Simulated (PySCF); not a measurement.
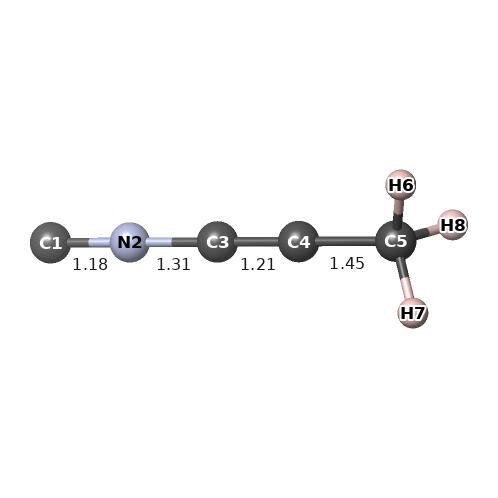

The numbers beside the sticks are distances in Å. Sticks don't show bond order. The geometry was computed by an optimisation with PBE0-D3(BJ)/def2-SVP. No frequency run is at hand to confirm it as a minimum.

Q: Which of the marked bonds are single, double, triple or aromatic?

A: C1–N2 triple; N2–C3 single; C3–C4 triple; C4–C5 single. This is one Lewis structure.

Q: Give the structure as SMILES.

A: [C-]#[N+]C#CC
